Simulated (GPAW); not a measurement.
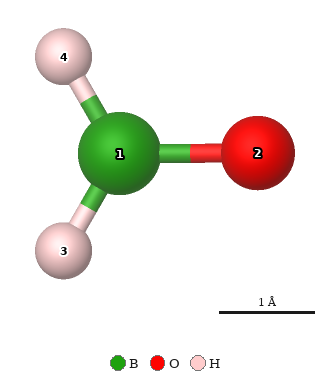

**Figure 1.** The starting structure (ball-and-stick view, seen on its broad side; atoms are numbered from 1 in the order of the input). Bond lengths as drawn: B–H 1.18 Å and B–O 1.46 Å.

## Run report: BH2O, geometry relaxation (part 1 of 2)

The run: geometry relaxation of BH2O, multiplicity 2, SMILES B[O]. Method and program: LDA (PW92)/dzp, UKS, scalar-relativistic datasets (GPAW 26.7.0).

The geometry comes from this level: UFF from SMILES.

**Input file (relax.py)**
```python
from ase import Atoms
from ase.io import write
from ase.optimize import BFGS
from gpaw import GPAW
from rdkit import Chem
from rdkit.Chem import AllChem

rd = Chem.AddHs(Chem.MolFromSmiles('B[O]'))
AllChem.EmbedMolecule(rd, randomSeed=968)
AllChem.UFFOptimizeMolecule(rd)
mol = Atoms([a.GetSymbol() for a in rd.GetAtoms()], positions=rd.GetConformer().GetPositions())
write('start.xyz', mol)
mol.set_cell([11.0, 11.0, 11.0])
mol.center()
mol.set_initial_magnetic_moments([1 / len(mol)] * len(mol))

calc = GPAW(mode='lcao',
            basis='dzp',
            h=0.18,
            xc='LDA',
            occupations={'name': 'fermi-dirac', 'width': 0.0, 'fixmagmom': True},
            maxiter=120,
            symmetry='off',
            txt='-')
mol.calc = calc

opt = BFGS(mol, trajectory='molecule.traj')
converged = opt.run(fmax=0.05, steps=60)
print('Converged:', converged)
print(f'Final energy: {mol.get_potential_energy():.5f} eV')
write('relaxed.xyz', mol)
```

Run on 1 thread of Arm Neoverse V1, 24 GiB of memory available, shared host.

Command:
```bash
python3 relax.py
```

**Log**
```
__  _  _
 | _ |_)|_||  |
 |__||  | ||/\| - 26.7.0

units:  Angstrom and eV
cores:  1
OpenMP: False

Versions:
  Python: 3.12.14
  ASE:    3.29.0
  Numpy:  2.5.5
  Scipy:  1.18.1
  Libxc:  7.0.0

        _gpaw.cpython-312-aarch64-linux-gnu.so

Input parameters:
  mode=LCAO(),
  basis={'default': 'dzp'},
  h=0.18,
  maxiter=120,
  occupations=Occupations(name='fermi-dirac', width=0.0, fixmagmom=True),
  symmetry=Symmetry(point_group=False, time_reversal=False),
  xc=XC(name='LDA')
        .--------------------------.
       /|                          |
      / |                          |
     /  |                          |
    /   |                          |
   /    |                          |
  /     |                          |
 *      |                          |
 |      |                          |
 |      |                          |
 |      |      H                   |
 |      |       HB  O              |
 |      |                          |
 |      |                          |
 |      .--------------------------.
 |     /                          /
 |    /                          /
 |   /                          /
 |  /                          /
 | /                          /
 |/                          /
 *--------------------------*

Atoms  # Å, Bohr magnetons
|   | symbol |        x |        y |        z |    initial magnetic moments |
|---|--------|----------|----------|----------|-----------------------------|
| 0 |      B | 5.126571 | 5.423479 | 5.501389 | ( 0.0000,  0.0000,  0.2500) |
| 1 |      O | 6.572834 | 5.227065 | 5.492978 | ( 0.0000,  0.0000,  0.2500) |
| 2 |      H | 4.654791 | 6.361170 | 4.959912 | ( 0.0000,  0.0000,  0.2500) |
| 3 |      H | 4.427166 | 4.638830 | 6.040088 | ( 0.0000,  0.0000,  0.2500) |

Unit cell  # Å
| periodic |         x |         y |         z |   lengths |    angles |
|----------|-----------|-----------|-----------|-----------|-----------|
|       no | 11.000000 |  0.000000 |  0.000000 | 11.000000 | 90.000000 |
|       no |  0.000000 | 11.000000 |  0.000000 | 11.000000 | 90.000000 |
|       no |  0.000000 |  0.000000 | 11.000000 | 11.000000 | 90.000000 |

Number of symmetries: 1
Symmetry operations  # r_c * U_cc + t_c -> r_c
|   | kind |            matrix            |
|---|------|------------------------------|
| 0 |  E   |  1, 0, 0,  0, 1, 0,  0, 0, 1 |

BZ-sampling:
  Number of BZ points: 1
  Number of IBZ points: 1

  Monkhorst-Pack size: [1, 1, 1]
  Monkhorst-Pack shift: [0, 0, 0]

K-points  # in reciprocal-cell coordinates
|   |                                coordinates |     weight |
|---|--------------------------------------------|------------|
| 0 | (  0.00000000,   0.00000000,   0.00000000) | 1.00000000 |

basis functions: 36
Spin-components: 2 (collinear spins)
Bands:           10
Projectors:      16
Spin-degeneracy: 1
Datatype:        <class 'float'>

  Storage: CPU
  Wave functions: 5_760 bytes (5_760 per core)

Parallelization:
  kpt:    1
  domain: 1
  band:   1

Density:
  Valence electrons: 11.0
  Components: 2
  Grid points: [60 60 60]
  Charge: 0.0  # |e|

Potential:
  Grid points: [60 60 60]

species:
  B:
    name:    Boron
    Z:       5.0
    valence: 3
    core:    2
    charge:  0.0  # [|e|]
    file:    B.LDA.gz
    compensation charges:
      type: gauss
      rc: 0.20  # [Å]
      lmax: 2
    cutoffs:
      filter: 1.14  # [Å]
      core: 1.42  # [Å]
    projectors
    | kind |    occ | energy [eV] | rcut [Å] |
    |------|--------|-------------|----------|
    |   2s |  2.000 |      -9.383 |    0.635 |
    |   2p |  1.000 |      -3.714 |    0.635 |
    |    s |        |      17.828 |    0.635 |
    |    p |        |      23.498 |    0.635 |
    |    d |        |       0.000 |    0.635 |

    LCAO basis set for B:
      Name: dzp
      File: B.dzp.basis.gz
      Number of radial functions: 5
      Number of spherical harmonics: 13
        l=0, rc=6.6719 Bohr: 2s-sz confined orbital
        l=1, rc=8.2188 Bohr: 2p-sz confined orbital
        l=0, rc=3.7500 Bohr: 2s-dz split-valence wave
        l=1, rc=4.6094 Bohr: 2p-dz split-valence wave
        l=2, rc=8.2188 Bohr: d-type Gaussian polarization
      Number of RI-basis functions 0

  O:
    name:    Oxygen
    Z:       8.0
    valence: 6
    core:    2
    charge:  0.0  # [|e|]
    file:    O.LDA.gz
    compensation charges:
      type: gauss
      rc: 0.21  # [Å]
      lmax: 2
    cutoffs:
      filter: 1.17  # [Å]
      core: 0.83  # [Å]
    projectors
    | kind |    occ | energy [eV] | rcut [Å] |
    |------|--------|-------------|----------|
    |   2s |  2.000 |     -23.752 |    0.688 |
    |   2p |  4.000 |      -9.195 |    0.598 |
    |    s |        |       3.459 |    0.688 |
    |    p |        |      18.016 |    0.598 |
    |    d |        |       0.000 |    0.619 |

    LCAO basis set for O:
      Name: dzp
      File: O.dzp.basis.gz
      Number of radial functions: 5
      Number of spherical harmonics: 13
        l=0, rc=4.3438 Bohr: 2s-sz confined orbital
        l=1, rc=5.3906 Bohr: 2p-sz confined orbital
        l=0, rc=2.2969 Bohr: 2s-dz split-valence wave
        l=1, rc=2.8906 Bohr: 2p-dz split-valence wave
        l=2, rc=5.3906 Bohr: d-type Gaussian polarization
      Number of RI-basis functions 0

  H:
    name:    Hydrogen
    Z:       1.0
    valence: 1
    core:    0
    charge:  0.0  # [|e|]
    file:    H.LDA.gz
    compensation charges:
      type: gauss
      rc: 0.15  # [Å]
      lmax: 2
    cutoffs:
      filter: 0.85  # [Å]
      core: 0.53  # [Å]
    projectors
    | kind |    occ | energy [eV] | rcut [Å] |
    |------|--------|-------------|----------|
    |   1s |  1.000 |      -6.353 |    0.476 |
    |    s |        |      20.858 |    0.476 |
    |    p |        |       0.000 |    0.476 |

    LCAO basis set for H:
      Name: dzp
      File: H.dzp.basis.gz
      Number of radial functions: 3
      Number of spherical harmonics: 5
        l=0, rc=6.4219 Bohr: 1s-sz confined orbital
        l=0, rc=3.6094 Bohr: 1s-dz split-valence wave
        l=1, rc=6.4219 Bohr: p-type Gaussian polarization
      Number of RI-basis functions 0

Reference energy: -2714.780269  # eV

eigensolver:
  <gpaw.new.lcao.eigensolver.LCAOEigensolver object at 0xf36849288bf0>
density mixing:
  MSR1-Mixer
  Pratt-step length: 0.05
  Maximum mixing coefficient: 0.75
  Old densities: 10
  SVD Regularization: 0.005
  Good broyden scale: 1.0
  Trust region scale: 1.0
  Backstep threshold: 4.0
  History deletion threshold: 6.0
  Fourier metric: weight=20.0, sigma=0.015

occupation numbers:
  Fixed magnetic moment: 1.000
  # Zero width

FastPoissonSolver using
    Stencil: 6*3+1=19 point O(h^6) finite-difference Laplacian
    FFT axes: []
    FST axes: [np.int64(0), np.int64(1), np.int64(2)]

xc functional:
  name: None
interpolation: tri-quintic # 5. degree polynomial

        .--------------------------.
       /|                          |
      / |                          |
     /  |                          |
    /   |                          |
   /    |                          |
  /     |                          |
 *      |                          |
 |      |                          |
 |      |                          |
 |      |      H                   |
 |      |       HB  O              |
 |      |                          |
 |      |                          |
 |      .--------------------------.
 |     /                          /
 |    /                          /
 |   /                          /
 |  /                          /
 | /                          /
 |/                          /
 *--------------------------*

Atoms  # Å, Bohr magnetons
|   | symbol |        x |        y |        z |    initial magnetic moments |
|---|--------|----------|----------|----------|-----------------------------|
| 0 |      B | 5.126571 | 5.423479 | 5.501389 | ( 0.0000,  0.0000,  0.2500) |
| 1 |      O | 6.572834 | 5.227065 | 5.492978 | ( 0.0000,  0.0000,  0.2500) |
| 2 |      H | 4.654791 | 6.361170 | 4.959912 | ( 0.0000,  0.0000,  0.2500) |
| 3 |      H | 4.427166 | 4.638830 | 6.040088 | ( 0.0000,  0.0000,  0.2500) |

Unit cell  # Å
| periodic |         x |         y |         z |   lengths |    angles |
|----------|-----------|-----------|-----------|-----------|-----------|
|       no | 11.000000 |  0.000000 |  0.000000 | 11.000000 | 90.000000 |
|       no |  0.000000 | 11.000000 |  0.000000 | 11.000000 | 90.000000 |
|       no |  0.000000 |  0.000000 | 11.000000 | 11.000000 | 90.000000 |

Number of symmetries: 1
Symmetry operations  # r_c * U_cc + t_c -> r_c
|   | kind |            matrix            |
|---|------|------------------------------|
| 0 |  E   |  1, 0, 0,  0, 1, 0,  0, 0, 1 |

BZ-sampling:
  Number of BZ points: 1
  Number of IBZ points: 1

  Monkhorst-Pack size: [1, 1, 1]
  Monkhorst-Pack shift: [0, 0, 0]

K-points  # in reciprocal-cell coordinates
|   |                                coordinates |     weight |
|---|--------------------------------------------|------------|
| 0 | (  0.00000000,   0.00000000,   0.00000000) | 1.00000000 |

basis functions: 36
Spin-components: 2 (collinear spins)
Bands:           10
Projectors:      16
Spin-degeneracy: 1
Datatype:        <class 'float'>

  Storage: CPU
  Wave functions: 5_760 bytes (5_760 per core)

Parallelization:
  kpt:    1
  domain: 1
  band:   1

Density:
  Valence electrons: 11.0
  Components: 2
  Grid points: [60 60 60]
  Charge: 0.0  # |e|

Potential:
  Grid points: [60 60 60]

species:
  B:
    name:    Boron
    Z:       5.0
    valence: 3
    core:    2
    charge:  0.0  # [|e|]
    file:    B.LDA.gz
    compensation charges:
      type: gauss
      rc: 0.20  # [Å]
      lmax: 2
    cutoffs:
      filter: 1.14  # [Å]
      core: 1.42  # [Å]
    projectors
    | kind |    occ | energy [eV] | rcut [Å] |
    |------|--------|-------------|----------|
    |   2s |  2.000 |      -9.383 |    0.635 |
    |   2p |  1.000 |      -3.714 |    0.635 |
    |    s |        |      17.828 |    0.635 |
    |    p |        |      23.498 |    0.635 |
    |    d |        |       0.000 |    0.635 |

    LCAO basis set for B:
      Name: dzp
      File: B.dzp.basis.gz
      Number of radial functions: 5
      Number of spherical harmonics: 13
        l=0, rc=6.6719 Bohr: 2s-sz confined orbital
        l=1, rc=8.2188 Bohr: 2p-sz confined orbital
        l=0, rc=3.7500 Bohr: 2s-dz split-valence wave
        l=1, rc=4.6094 Bohr: 2p-dz split-valence wave
        l=2, rc=8.2188 Bohr: d-type Gaussian polarization
      Number of RI-basis functions 0

  O:
    name:    Oxygen
    Z:       8.0
    valence: 6
    core:    2
    charge:  0.0  # [|e|]
    file:    O.LDA.gz
    compensation charges:
      type: gauss
      rc: 0.21  # [Å]
      lmax: 2
    cutoffs:
      filter: 1.17  # [Å]
      core: 0.83  # [Å]
    projectors
    | kind |    occ | energy [eV] | rcut [Å] |
    |------|--------|-------------|----------|
    |   2s |  2.000 |     -23.752 |    0.688 |
    |   2p |  4.000 |      -9.195 |    0.598 |
    |    s |        |       3.459 |    0.688 |
    |    p |        |      18.016 |    0.598 |
    |    d |        |       0.000 |    0.619 |

    LCAO basis set for O:
      Name: dzp
      File: O.dzp.basis.gz
      Number of radial functions: 5
      Number of spherical harmonics: 13
        l=0, rc=4.3438 Bohr: 2s-sz confined orbital
        l=1, rc=5.3906 Bohr: 2p-sz confined orbital
        l=0, rc=2.2969 Bohr: 2s-dz split-valence wave
        l=1, rc=2.8906 Bohr: 2p-dz split-valence wave
        l=2, rc=5.3906 Bohr: d-type Gaussian polarization
      Number of RI-basis functions 0

  H:
    name:    Hydrogen
    Z:       1.0
    valence: 1
    core:    0
    charge:  0.0  # [|e|]
    file:    H.LDA.gz
    compensation charges:
      type: gauss
      rc: 0.15  # [Å]
      lmax: 2
    cutoffs:
      filter: 0.85  # [Å]
      core: 0.53  # [Å]
    projectors
    | kind |    occ | energy [eV] | rcut [Å] |
    |------|--------|-------------|----------|
    |   1s |  1.000 |      -6.353 |    0.476 |
    |    s |        |      20.858 |    0.476 |
    |    p |        |       0.000 |    0.476 |

    LCAO basis set for H:
      Name: dzp
      File: H.dzp.basis.gz
      Number of radial functions: 3
      Number of spherical harmonics: 5
        l=0, rc=6.4219 Bohr: 1s-sz confined orbital
        l=0, rc=3.6094 Bohr: 1s-dz split-valence wave
        l=1, rc=6.4219 Bohr: p-type Gaussian polarization
      Number of RI-basis functions 0

Reference energy: -2714.780269  # eV

eigensolver:
  <gpaw.new.lcao.eigensolver.LCAOEigensolver object at 0xf3684713ca70>
density mixing:
  MSR1-Mixer
  Pratt-step length: 0.05
  Maximum mixing coefficient: 0.75
  Old densities: 10
  SVD Regularization: 0.005
  Good broyden scale: 1.0
  Trust region scale: 1.0
  Backstep threshold: 4.0
  History deletion threshold: 6.0
  Fourier metric: weight=20.0, sigma=0.015

occupation numbers:
  Fixed magnetic moment: 1.000
  # Zero width

FastPoissonSolver using
    Stencil: 6*3+1=19 point O(h^6) finite-difference Laplacian
    FFT axes: []
    FST axes: [np.int64(0), np.int64(1), np.int64(2)]

xc functional:
  name: None
interpolation: tri-quintic # 5. degree polynomial

Initialization done in: 3.308 s

convergence criteria:
- Maximum [total energy] change in last 3 cyles: 0.0005 eV / valence electron
- Maximum integral of absolute [dens]ity change: 0.0001 electrons / valence electron
- Maximum integral of absolute [eigenst]ate change: 4e-08 eV^2 / valence electron
maximum number of iterations: 120

SCF iterations
|iter     |     time |      energy | eigst |  dens |  magmom |
|---------|----------|-------------|-------|-------|---------|
|iter:   1| 00:00:04 |  -18.695898 |      c|       |  +0.9989|
|iter:   2| 00:00:04 |  -18.649713 |      c| -0.61 |  +0.9989|
|iter:   3| 00:00:05 |  -18.425193 |      c| -0.64 |  +0.9997|
|iter:   4| 00:00:05 |  -18.496130 |      c| -1.28 |  +0.9999|
|iter:   5| 00:00:06 |  -18.418741 |      c| -1.22 |  +1.0000|
|iter:   6| 00:00:06 |  -18.422582 |      c| -1.84 |  +1.0000|
|iter:   7| 00:00:07 |  -18.422756c|      c| -2.34 |  +1.0000|
|iter:   8| 00:00:08 |  -18.422837c|      c| -2.70 |  +1.0000|
|iter:   9| 00:00:08 |  -18.422840c|      c| -3.36 |  +1.0000|
|iter:  10| 00:00:09 |  -18.422841c|      c| -3.84 |  +1.0000|
|iter:  11| 00:00:09 |  -18.422841c|      c| -4.50c|  +1.0000|

Converged in 11 steps
SCF loop duration: 5.665 s (0.515 s/step)
Energy contributions relative to reference atoms: (reference = -2714.780269)

Energy contributions:
  Kinetic:           9.723996
  Coulomb:         -12.428256
  Zero:              0.240668
  External:          0.000000
  Xc:              -15.959248
  Entropy:           0.000000
  Spinorbit:         0.000000
  ----------------------------
  Free energy:     -18.422841
  Extrapolated:    -18.422841

dipole moment: (-0.331272, 0.045152, 0.002257)  # |e|*Ang

Total magnetic moment: (0.000000, 0.000000, 1.000009)

Local magnetic moments
|        x |        y |         z |
|----------|----------|-----------|
| 0.000000 | 0.000000 | -0.006422 |  # B    0
| 0.000000 | 0.000000 |  0.476034 |  # O    1
| 0.000000 | 0.000000 |  0.043735 |  # H    2
| 0.000000 | 0.000000 |  0.043738 |  # H    3
```
